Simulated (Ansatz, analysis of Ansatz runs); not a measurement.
# Migration in LaOF (R-3m): Na_i hop between interstitial places, charge +1

Aim: the barrier of one jump in LaOF (R-3m) at charge +1: Na_i hop between interstitial places. The model is a cell of 36 host atoms with 1 Na put in; Na is the atom that moves.

Calculated with Ansatz 0.2.0; plane-wave PAW DFT, PBEsol; nudged elastic band between two relaxed defect structures at fixed charge in a uniform background.

## Step 1: Starting point

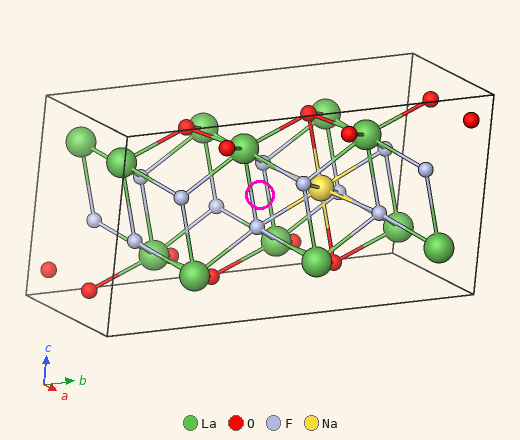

The cell as given, slightly off an axis (lanthanum green, oxygen red, fluorine light blue, sodium yellow). A ring marks the centre wherever it is empty. Bonds to atoms that aren't drawn are left out.

The cell holds 37 atoms: 12 La, 12 O, 12 F and 1 Na. Cell: a = 8.026 Å, b = 12.040 Å, c = 7.079 Å, α = 73.5°, β = 73.5°, γ = 60.0°. It derives from LaOF (space group R-3m). Nearest the centre at fractional (0.750, 0.333, 0.500): F29 at 1.38 Å, F24 at 1.38 Å, Na37 at 2.01 Å, La25 at 2.17 Å, La20 at 2.17 Å, F12 at 3.16 Å, F11 at 3.16 Å, F5 at 3.16 Å. The cell carries charge +1.

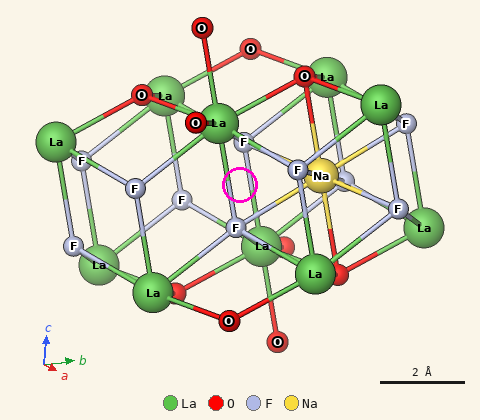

The atoms within 5 Å of the centre. A ring marks the centre wherever it is empty.

The cell's shortest repeat is 7.1 Å.

## Step 2: Relaxation of the start point, charge +1

A barrier is counted from a minimum, so both ends are relaxed first. Small random displacements break the symmetry of the ideal sites, so that the defect can distort if it gains by it. The charge of +1 is set by the electron count, and a uniform background keeps the cell neutral.

qp1.start/input.yaml

```yaml
crystal:
  lattice:
    - [-4.01323029, 6.95111876, 0.0]
    - [-12.03969086, 0.0, 0.0]
    - [-2.00661514, 1.15851979, 6.68937331]
  atoms:
    - { symbol: La, position: [0.12912111, 0.08608074, 0.22527337] }
    - { symbol: La, position: [0.37087889, 0.2472526, 0.77472663] }
    - { symbol: O, position: [0.1884472, 0.12563147, 0.86931681] }
    - { symbol: O, position: [0.3115528, 0.20770187, 0.13068319] }
    - { symbol: F, position: [0.06449263, 0.04299509, 0.6130442] }
    - { symbol: F, position: [0.43550737, 0.29033824, 0.3869558] }
    - { symbol: La, position: [0.12912111, 0.41941407, 0.22527337] }
    - { symbol: La, position: [0.37087889, 0.58058593, 0.77472663] }
    - { symbol: O, position: [0.1884472, 0.4589648, 0.86931681] }
    - { symbol: O, position: [0.3115528, 0.5410352, 0.13068319] }
    - { symbol: F, position: [0.06449263, 0.37632842, 0.6130442] }
    - { symbol: F, position: [0.43550737, 0.62367158, 0.3869558] }
    - { symbol: La, position: [0.12912111, 0.7527474, 0.22527337] }
    - { symbol: La, position: [0.37087889, 0.91391926, 0.77472663] }
    - { symbol: O, position: [0.1884472, 0.79229813, 0.86931681] }
    - { symbol: O, position: [0.3115528, 0.87436853, 0.13068319] }
    - { symbol: F, position: [0.06449263, 0.70966176, 0.6130442] }
    - { symbol: F, position: [0.43550737, 0.95700491, 0.3869558] }
    - { symbol: La, position: [0.62912111, 0.08608074, 0.22527337] }
    - { symbol: La, position: [0.87087889, 0.2472526, 0.77472663] }
    - { symbol: O, position: [0.6884472, 0.12563147, 0.86931681] }
    - { symbol: O, position: [0.8115528, 0.20770187, 0.13068319] }
    - { symbol: F, position: [0.56449263, 0.04299509, 0.6130442] }
    - { symbol: F, position: [0.93550737, 0.29033824, 0.3869558] }
    - { symbol: La, position: [0.62912111, 0.41941407, 0.22527337] }
    - { symbol: La, position: [0.87087889, 0.58058593, 0.77472663] }
    - { symbol: O, position: [0.6884472, 0.4589648, 0.86931681] }
    - { symbol: O, position: [0.8115528, 0.5410352, 0.13068319] }
    - { symbol: F, position: [0.56449263, 0.37632842, 0.6130442] }
    - { symbol: F, position: [0.93550737, 0.62367158, 0.3869558] }
    - { symbol: La, position: [0.62912111, 0.7527474, 0.22527337] }
    - { symbol: La, position: [0.87087889, 0.91391926, 0.77472663] }
    - { symbol: O, position: [0.6884472, 0.79229813, 0.86931681] }
    - { symbol: O, position: [0.8115528, 0.87436853, 0.13068319] }
    - { symbol: F, position: [0.56449263, 0.70966176, 0.6130442] }
    - { symbol: F, position: [0.93550737, 0.95700491, 0.3869558] }
    - { symbol: Na, position: [0.75, 0.5, 0.5] }
total_charge: 1
basis:
  ecutwfc: 420
  xc_grid: 2
hamiltonian:
  xc: pbesol
kpoints:
  mp_grid: { grid: [1, 1, 1] }
scf:
  occupations: { method: fixed }
  max_iter: 80
output:
  forces: true
relax:
  f_tol: 0.02
  max_steps: 70
  random_displacement: { amplitude: 0.03, seed: 3396 }
```

The run is started by

```sh
$ ansatz run input.yaml --threads 4 --pin off --max-ram 7536MiB --backend cpu --events-out ev --progress --plain --runs-dir out
```

Numbers of over 12 decimals in the logs are rounded to 6 here.

The log of the run:

```text
[... repeated set-up lines and file paths are left out, and long positions are rounded to six places ...]
The last accepted step is kept in <dir> (removed where the run ends without a failure and the disk answers)
Engine: ansatz 0.2.0, x86_64-unknown-linux-gnu
Pseudopotentials: kind: paw
Pseudopotential: La, paw, valence charge 11, recommended cutoff 420 eV (normal), La.paw.azcp
Pseudopotential: O, paw, valence charge 6, recommended cutoff 420 eV (normal), O.paw.azcp
Pseudopotential: F, paw, valence charge 7, recommended cutoff 420 eV (normal), F.paw.azcp
Pseudopotential: Na, paw, valence charge 9, recommended cutoff 420 eV (normal), Na.paw.azcp
Functional definition: PBEsol
  exchange = pbesol_x
  correlation = pbesol_c
Crystal: 37 atoms, lattice volume = 559.829 Å³
Basis set: ecut = 420 eV, 10937 PW (Γ), exchange–correlation on 108×162×96 points (8 copies of the dense FFT grid, shifted against one another)
Bands: 185, of which v1, the nominal top of the filled ones, is band 148 counted from 1 (147 counted from 0)
Symmetry: 1 space group operations
k-points: 1
Non-local potential: La, projectors of the file, l = 0: 3, l = 1: 2, l = 2: 2, l = 3: 3
Non-local potential: O, projectors of the file, l = 0: 2, l = 1: 2, l = 2: 1
Non-local potential: F, projectors of the file, l = 0: 2, l = 1: 2, l = 2: 1
Non-local potential: Na, projectors of the file, l = 0: 3, l = 1: 2, l = 2: 1
PAW form: soft (Blöchl's): semilocal exchange-correlation on the pseudo side does not see the compensation charge
PAW frozen core: La, regenerated for the run's functional, and the local potential with it (the file was generated under x = pbe(κ = 0.804, μ = 0.219515), c = pbe(β = 0.066725))
PAW frozen core: O, regenerated for the run's functional, and the local potential with it (the file was generated under x = pbe(κ = 0.804, μ = 0.219515), c = pbe(β = 0.066725))
PAW frozen core: F, regenerated for the run's functional, and the local potential with it (the file was generated under x = pbe(κ = 0.804, μ = 0.219515), c = pbe(β = 0.066725))
PAW frozen core: Na, regenerated for the run's functional, and the local potential with it (the file was generated under x = pbe(κ = 0.804, μ = 0.219515), c = pbe(β = 0.066725))
PAW one-centre angular grid: La, 590 points (default); XC on 64 Gauss nodes
PAW one-centre angular grid: O, 110 points (default); XC on 64 Gauss nodes
PAW one-centre angular grid: F, 110 points (default); XC on 64 Gauss nodes
PAW one-centre angular grid: Na, 110 points (default); XC on 64 Gauss nodes
Initial density: superposition of atomic densities (neutral atoms scaled as one to the charged cell's electrons: chi_scale 0, normalization atom), corrected by the library's trained network
Initial wavefunctions: pseudopotential atomic-orbital guess
Functional: x = pbesol(κ = 0.804, μ = 0.123457), c = pbesol(β = 0.046)
SCF iter   1: F=—  HF=-91831.476394 eV  |F-HF|=—  |Δ(HF+E_count)|=         —  Δρ=8.47e-3  dr2=4.54e-1  ethr=1.77e-3  ⟨swp⟩=6.0  Hψ=587  notcnv=0  defer=35
preconditioner: auto → Resta (q_TF=auto, 2.453 Å⁻¹)  ε∞=4.6  [insulator: Δε(μ)=4.141 eV  Ē_g=13.634 eV  n_scr=138 (ndim 8)  ℏωp=25.8 eV  f_vac=0.062  ε∞_Penn≈4.6]
SCF iter   2: F=—  HF=-91831.392214 eV  |F-HF|=—  |Δ(HF+E_count)|=   8.42e-2  Δρ=3.42e-3  dr2=5.85e-2  ethr=1.53e-4  ⟨swp⟩=3.0  Hψ=340  notcnv=0  defer=34
SCF iter   3: F=—  HF=-91831.381645 eV  |F-HF|=—  |Δ(HF+E_count)|=   1.06e-2  Δρ=1.05e-3  dr2=1.60e-2  ethr=1.98e-5  ⟨swp⟩=4.0  Hψ=297  notcnv=0  defer=35
SCF iter   4: F=—  HF=-91831.378425 eV  |F-HF|=—  |Δ(HF+E_count)|=   3.22e-3  Δρ=5.91e-4  dr2=2.15e-3  ethr=5.42e-6  ⟨swp⟩=4.0  Hψ=306  notcnv=0  defer=35
SCF iter   5: F=—  HF=-91831.378641 eV  |F-HF|=—  |Δ(HF+E_count)|=   2.16e-4  Δρ=2.15e-4  dr2=2.62e-4  ethr=7.27e-7  ⟨swp⟩=3.0  Hψ=336  notcnv=0  defer=35
SCF iter   6: F=—  HF=-91831.378651 eV  |F-HF|=—  |Δ(HF+E_count)|=   1.04e-5  Δρ=7.53e-5  dr2=2.91e-5  ethr=8.85e-8  ⟨swp⟩=2.0  Hψ=300  notcnv=0  defer=35
SCF iter   7: F=-91831.378667 eV  HF=-91831.378665 eV  |F-HF|=1.93e-6  |Δ(HF+E_count)|=   1.43e-5  Δρ=3.52e-5  dr2=6.65e-6  ethr=3.38e-9  ⟨swp⟩=4.0  Hψ=620  notcnv=0
SCF 1 converged in 7 iterations: F = -91831.378667 eV  dr2 = 6.65e-6
  greatest PAW one-centre occupation: 0.999 electrons in one spin orbital (limit 2), on the Na atom at site 36 (counted from 0), in its partial waves of l = 0
relax step   1: F+E_penalty+E_count = -91831.37866735 eV  Δ(F+E_penalty+E_count) = +0.000e0 eV  max|allowed force component| = 1.863e0 eV/Å  Δτ_max = 0.0000 Å  (7 SCF iters, dr2 threshold 1.00e-5 eV, accepted)
[... the SCF cycles and remarks between the steps are left out from here to the last step ...]
relax step   2: F+E_penalty+E_count = -91831.64808761 eV  Δ(F+E_penalty+E_count) = -2.694e-1 eV  max|allowed force component| = 1.659e0 eV/Å  Δτ_max = 0.1949 Å  (7 SCF iters, dr2 threshold 1.00e-4 eV, accepted)
relax step   3: F+E_penalty+E_count = -91831.56058270 eV  Δ(F+E_penalty+E_count) = +8.750e-2 eV  max|allowed force component| = 1.209e0 eV/Å  Δτ_max = 0.2000 Å  (8 SCF iters, dr2 threshold 1.00e-4 eV, rejected (line search))
relax step   4: F+E_penalty+E_count = -91832.20615891 eV  Δ(F+E_penalty+E_count) = -5.581e-1 eV  max|allowed force component| = 1.899e-1 eV/Å  Δτ_max = 0.0928 Å  (10 SCF iters, accepted)
relax step   5: F+E_penalty+E_count = -91832.09080604 eV  Δ(F+E_penalty+E_count) = +1.154e-1 eV  max|allowed force component| = 4.838e-1 eV/Å  Δτ_max = 0.0519 Å  (7 SCF iters, dr2 threshold 2.25e-6 eV, rejected (line search))
relax step   6: F+E_penalty+E_count = -91832.22197493 eV  Δ(F+E_penalty+E_count) = -1.582e-2 eV  max|allowed force component| = 4.732e-2 eV/Å  Δτ_max = 0.0212 Å  (8 SCF iters, accepted)
relax step   7: F+E_penalty+E_count = -91832.22068801 eV  Δ(F+E_penalty+E_count) = +1.287e-3 eV  max|allowed force component| = 8.400e-2 eV/Å  Δτ_max = 0.0202 Å  (7 SCF iters, rejected (line search))
relax step   8: F+E_penalty+E_count = -91832.22374740 eV  Δ(F+E_penalty+E_count) = -1.772e-3 eV  max|allowed force component| = 2.037e-2 eV/Å  Δτ_max = 0.0101 Å  (7 SCF iters, accepted)
relax step   9: F+E_penalty+E_count = -91832.22316101 eV  Δ(F+E_penalty+E_count) = +5.864e-4 eV  max|allowed force component| = 3.462e-2 eV/Å  Δτ_max = 0.0066 Å  (6 SCF iters, rejected (line search))
SCF iter   1: F=—  HF=-91832.223515 eV  |F-HF|=—  |Δ(HF+E_count)|=         —  Δρ=3.87e-4  dr2=7.54e-4  ethr=2.38e-6  ⟨swp⟩=3.0  Hψ=328  notcnv=0  defer=35
SCF iter   2: F=—  HF=-91832.223306 eV  |F-HF|=—  |Δ(HF+E_count)|=   2.09e-4  Δρ=1.93e-4  dr2=2.01e-4  ethr=2.55e-7  ⟨swp⟩=2.0  Hψ=306  notcnv=0  defer=35
SCF iter   3: F=—  HF=-91832.223251 eV  |F-HF|=—  |Δ(HF+E_count)|=   5.48e-5  Δρ=7.45e-5  dr2=2.64e-5  ethr=6.81e-8  ⟨swp⟩=2.0  Hψ=266  notcnv=0  defer=31
SCF iter   4: F=—  HF=-91832.224004 eV  |F-HF|=—  |Δ(HF+E_count)|=   7.53e-4  Δρ=2.33e-5  dr2=2.19e-6  ethr=8.93e-9  ⟨swp⟩=2.0  Hψ=302  notcnv=0  defer=31
SCF iter   5: F=—  HF=-91832.224004 eV  |F-HF|=—  |Δ(HF+E_count)|=   2.48e-8  Δρ=6.37e-6  dr2=1.83e-7  ethr=7.40e-10  ⟨swp⟩=2.0  Hψ=284  notcnv=0  defer=31
SCF iter   6: F=-91832.224004 eV  HF=-91832.224004 eV  |F-HF|=1.61e-8  |Δ(HF+E_count)|=   2.15e-8  Δρ=3.31e-6  dr2=4.47e-8  ethr=3.38e-11  ⟨swp⟩=4.0  Hψ=620  notcnv=0
SCF 10 converged in 6 iterations: F = -91832.224004 eV  dr2 = 4.47e-8
relax step  10: F+E_penalty+E_count = -91832.22400365 eV  Δ(F+E_penalty+E_count) = -2.562e-4 eV  max|allowed force component| = 6.071e-3 eV/Å  Δτ_max = 0.0033 Å  (6 SCF iters, accepted)
SCF converged after 6 iterations
Free energy (F): -91832.224004 eV
Harris-Foulkes:  -91832.224004 eV  (|F-HF|=1.61e-8)
Internal energy: -91832.224004 eV  (E = F + TS)
E sigma→0 (E₀):  -91832.224004 eV
Fermi energy:    8.520327 eV
--- Per-component energies (eV) ---
  E_band       = -554.403164
  E_kinetic    = 7016.985734
  E_local      = -15594.131408  (includes V_loc(G=0)·N_el)
  E_nonlocal   = 2754.724221
  E_hartree    = 5744.375287
  E_xc         = -3530.292162
  E_vxc        = -4173.590375  (∫ρ·V_xc dr)
  E_paw        = -68357.091541  (= ΣΔE_a)
  E_vpaw       = -2047.200637  (= ΣTr[D̂ρ^β])
  E_aug_tail   = 0.053374  (compensation charges beyond the density's cutoff)
  E_ewald      = -19869.869084
  E_core_change = 3.021574  (= ΣΔE_core)
  E_smearing   = -0.000000  (= −TS)
  E_closure    = 0.000000  (closes the sum)
  E_deformation_potential = 19.346561  (in the stress; not in F)
  Σ components = -91832.224004   (vs F -91832.224004, Δ=0.00e0)
--- Forces (eV/Å), atoms counted from 1 ---
  atom   1  La     0.00077342    -0.00261973     0.00076339
  atom   2  La     0.00185435     0.00026762    -0.00211944
  atom   3  O      0.00017538    -0.00095226    -0.00058675
  atom   4  O     -0.00277259     0.00075337     0.00012279
  atom   5  F     -0.00040079     0.00115654     0.00299249
  atom   6  F     -0.00123529    -0.00036926    -0.00150261
  atom   7  La    -0.00447521    -0.00092805    -0.00278594
  atom   8  La     0.00281030    -0.00058032     0.00219294
  atom   9  O     -0.00045214    -0.00001057     0.00121385
  atom  10  O      0.00082026    -0.00006916    -0.00194293
  atom  11  F     -0.00164537    -0.00013417     0.00119942
  atom  12  F      0.00235092    -0.00061505    -0.00131174
  atom  13  La    -0.00186687    -0.00103789     0.00173594
  atom  14  La    -0.00014597     0.00295853    -0.00056755
  atom  15  O      0.00305272     0.00044624    -0.00056048
  atom  16  O     -0.00066911     0.00062151     0.00013522
  atom  17  F     -0.00021011     0.00029536     0.00217394
  atom  18  F     -0.00125242    -0.00275178    -0.00178903
  atom  19  La    -0.00012310     0.00047604     0.00192072
  atom  20  La     0.00153505    -0.00037933     0.00234091
  atom  21  O      0.00172530    -0.00173179    -0.00030911
  atom  22  O     -0.00094002    -0.00136134    -0.00246058
  atom  23  F     -0.00133859    -0.00024530     0.00091168
  atom  24  F      0.00607090     0.00245360    -0.00200421
  atom  25  La     0.00044314    -0.00085902    -0.00208588
  atom  26  La    -0.00203506     0.00246050     0.00281851
  atom  27  O      0.00402649    -0.00293748     0.00153520
  atom  28  O     -0.00304527     0.00283495    -0.00077299
  atom  29  F     -0.00031092     0.00052368    -0.00007739
  atom  30  F     -0.00014714     0.00029565     0.00030392
  atom  31  La     0.00010528     0.00132257    -0.00238812
  atom  32  La     0.00111784    -0.00000157    -0.00204376
  atom  33  O      0.00156149     0.00074777     0.00183869
  atom  34  O     -0.00094368     0.00182467     0.00147932
  atom  35  F     -0.00577914    -0.00275502     0.00135788
  atom  36  F      0.00037479    -0.00027223    -0.00108382
  atom  37  Na     0.00097234     0.00116707    -0.00064192
  max |Σ_I F_I| component: 1.89e-5 eV/Å
--- Relaxed structure (10 steps of the walk, 6 accepted, 0 SCFs on fresh bases) ---
  F+E_penalty+E_count = -91832.22400365 eV   max|allowed force component| = 6.071e-3 eV/Å
  atoms:
    - { symbol: La, position: [0.130578, 0.084725, 0.225908] }
    - { symbol: La, position: [0.372904, 0.247774, 0.771757] }
    - { symbol: O, position: [0.192148, 0.123587, 0.869349] }
    - { symbol: O, position: [0.312815, 0.207672, 0.128320] }
    - { symbol: F, position: [0.064832, 0.043250, 0.610685] }
    - { symbol: F, position: [0.437735, 0.290294, 0.386364] }
    - { symbol: La, position: [0.142987, 0.413048, 0.220110] }
    - { symbol: La, position: [0.357425, 0.587406, 0.779270] }
    - { symbol: O, position: [0.190724, 0.457317, 0.869821] }
    - { symbol: O, position: [0.309705, 0.543147, 0.129578] }
    - { symbol: F, position: [0.056874, 0.379576, 0.609264] }
    - { symbol: F, position: [0.443583, 0.620932, 0.390098] }
    - { symbol: La, position: [0.127542, 0.752701, 0.227586] }
    - { symbol: La, position: [0.369869, 0.915747, 0.773412] }
    - { symbol: O, position: [0.187601, 0.792796, 0.871026] }
    - { symbol: O, position: [0.308294, 0.876886, 0.129968] }
    - { symbol: F, position: [0.062718, 0.710129, 0.612943] }
    - { symbol: F, position: [0.435705, 0.957182, 0.388582] }
    - { symbol: La, position: [0.630830, 0.082963, 0.227213] }
    - { symbol: La, position: [0.876599, 0.239187, 0.780594] }
    - { symbol: O, position: [0.689500, 0.124194, 0.869334] }
    - { symbol: O, position: [0.811691, 0.207460, 0.129985] }
    - { symbol: F, position: [0.563591, 0.043720, 0.611595] }
    - { symbol: F, position: [0.930631, 0.296701, 0.389441] }
    - { symbol: La, position: [0.627998, 0.416096, 0.212461] }
    - { symbol: La, position: [0.872412, 0.584381, 0.786888] }
    - { symbol: O, position: [0.691793, 0.458400, 0.858813] }
    - { symbol: O, position: [0.808621, 0.542081, 0.140499] }
    - { symbol: F, position: [0.568613, 0.379562, 0.607532] }
    - { symbol: F, position: [0.931741, 0.620938, 0.391770] }
    - { symbol: La, position: [0.623845, 0.761320, 0.218714] }
    - { symbol: La, position: [0.869625, 0.917524, 0.772104] }
    - { symbol: O, position: [0.688773, 0.793028, 0.869360] }
    - { symbol: O, position: [0.810953, 0.876323, 0.129945] }
    - { symbol: F, position: [0.569781, 0.703797, 0.609977] }
    - { symbol: F, position: [0.936873, 0.956728, 0.387734] }
    - { symbol: Na, position: [0.750145, 0.500293, 0.499678] }
```

The job ended after 16 s (4 threads of Intel Xeon 6975P-C (Granite Rapids), shared host; peak memory 0.77 GiB; 52 s of CPU time).

Step by step:

```tsv
step	energy less that of the first step (eV)	largest force component (eV/Å)
1	0.0000	1.8631
2	-0.2694	1.6586
3	-0.1819	1.2094
4	-0.8275	0.1899
5	-0.7121	0.4838
6	-0.8433	0.0473
7	-0.8420	0.0840
8	-0.8451	0.0204
9	-0.8445	0.0346
10	-0.8453	0.0061
```

Relaxation steps 3, 5, 7, 9 were tried and not accepted.

The atoms that moved most (Å, from the sites as typed, ahead of the random displacement, the mean shift of all atoms taken out):

```tsv
atom	dx	dy	dz	length
La25	0.073	-0.024	-0.083	0.114
La26	-0.073	0.024	0.084	0.114
La8	-0.034	-0.089	0.033	0.101
La7	0.034	0.089	-0.032	0.101
La31	-0.066	-0.045	-0.042	0.090
La20	0.065	0.045	0.041	0.090
O27	0.018	0.010	-0.068	0.071
O28	-0.017	-0.010	0.068	0.071
```

Final coordinates:

```xyz
37
Lattice="-4.0132 6.9511 0.0000 -12.0397 0.0000 0.0000 -2.0066 1.1585 6.6894" Properties=species:S:1:pos:R:3 pbc="T T T"
La   -1.9974    1.1694    1.5112
La   -6.0283    3.4862    5.1626
O    -4.0035    2.3428    5.8154
O    -4.0132    2.3231    0.8584
F    -2.0063    1.1581    4.0851
F    -6.0271    3.4904    2.5845
La   -5.9885    1.2489    1.4724
La  -10.0703    3.3873    5.2128
O    -8.0168    2.3334    5.8186
O    -8.0423    2.3029    0.8668
F    -6.0208    1.1012    4.0756
F   -10.0388    3.5353    2.6095
La  -10.0308    1.1502    1.5224
La  -14.0616    3.4670    5.1736
O   -12.0457    2.3131    5.8266
O   -12.0555    2.2936    0.8694
F   -10.0314    1.1461    4.1002
F   -14.0525    3.4788    2.5994
La   -3.9865    4.6482    1.5199
La   -7.9641    6.9977    5.2217
O    -6.0068    5.7999    5.8153
O    -6.0161    5.7928    0.8695
F    -4.0154    4.6261    4.0912
F    -8.0885    6.9201    2.6051
La   -7.9563    4.6114    1.4212
La  -12.1159    6.9759    5.2638
O   -10.0186    5.8037    5.7449
O   -10.0536    5.7836    0.9398
F    -8.0709    4.6563    4.0640
F   -12.0013    6.9305    2.6207
La  -12.1086    4.5898    1.4631
La  -16.0860    6.9394    5.1649
O   -14.0565    5.7949    5.8155
O   -14.0659    5.7876    0.8692
F   -11.9841    4.6673    4.0804
F   -16.0566    6.9615    2.5937
Na  -10.0365    5.7932    3.3425
```

Neighbours of Na37 at the end:

```tsv
atom	distance (Å)
F35	2.368
F24	2.368
F12	2.374
F11	2.375
F30	2.382
F29	2.383
O27	2.402
O28	2.403
```

Numbers from this step:

```yaml
free_energy: -91832.2240 eV
largest_move_from_the_ideal_geometry_of_this_structure_a_common_shift_of_the_far_atoms_taken_out: 0.1136 Å
```

The relaxation gained 0.845 eV and ended with a largest force component of 0.0061 eV/Å.

(Continued in part 2 of 4.)

[Logs are printed without paths, hosts, clocks, repeated set-up lines and the standing remarks that a program may print on its own settings, such as how far it seeks lower states.]

[Hosts, paths, dates, database ids (printed as entryN), source tags and the programs' standing remarks are cut or masked in the printed files.]
